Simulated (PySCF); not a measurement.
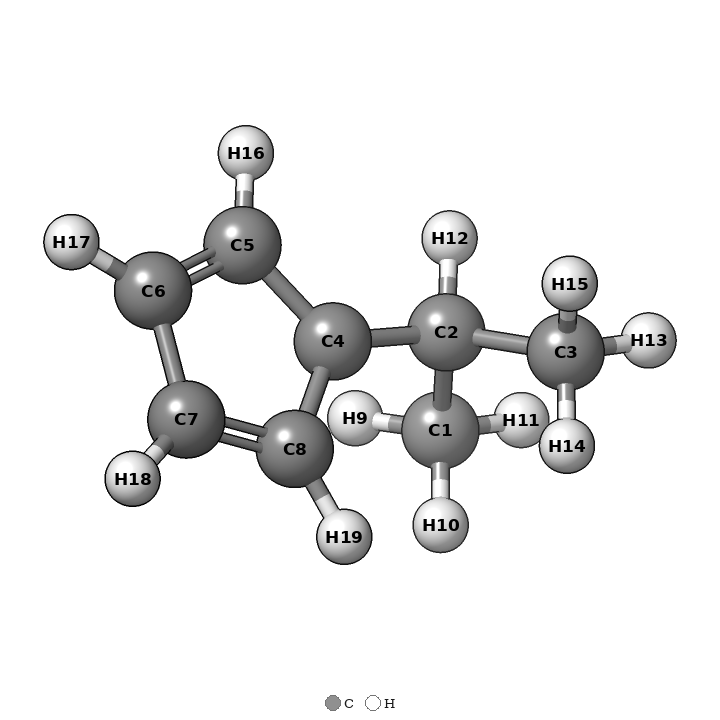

The species is neutral and a spin doublet. Computed geometry: GFN2-xTB optimisation. No frequency run is at hand to confirm it as a minimum. Level of theory: UKS B3LYP, pcH-1 on C H, non-relativistic (PySCF 2.14.0).

Give the isotropic hyperfine couplings (Fermi-contact term alone) of C1, C2, C3, C4, C5, C6, C7, C8, H9, H10, H11, H12, H13, H14, H15, H16, H17, H18, H19.

| atom | isotope | a_iso (MHz) |
| --- | --- | --- |
| C1 | 13C | 33.6 |
| C2 | 13C | −17.1 |
| C3 | 13C | 33.5 |
| C4 | 13C | 47.9 |
| C5 | 13C | −29.6 |
| C6 | 13C | 22.4 |
| C7 | 13C | 10.5 |
| C8 | 13C | −22.0 |
| H9 | 1H | −1.6 |
| H10 | 1H | −1.6 |
| H11 | 1H | 12.1 |
| H12 | 1H | 1.3 |
| H13 | 1H | 12.0 |
| H14 | 1H | −1.6 |
| H15 | 1H | −1.6 |
| H16 | 1H | 3.9 |
| H17 | 1H | −25.5 |
| H18 | 1H | −18.8 |
| H19 | 1H | −0.3 |
